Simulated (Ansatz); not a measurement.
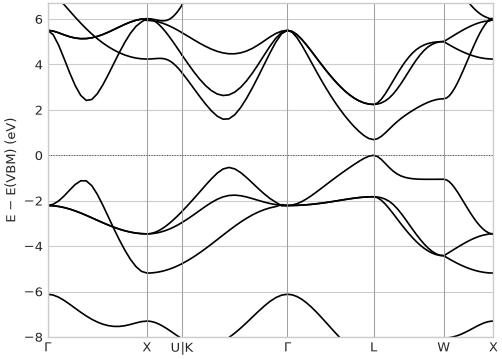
Figure. Band structure from DFT-r²SCAN in the program Ansatz with PAW potentials

### Question
Read off the gap and where the band edges lie.

### Answer
About 0.7 eV (0.69 eV by a search for the band edges); maximum at L, minimum at L.

The material is PbS (rock salt, Fm-3m).

Symmetry was held in the r²SCAN relaxation. Scalar-relativistic: spin–orbit coupling is off unless named, which matters more the heavier the elements.

Potentials: the later of the program's two PAW sets.
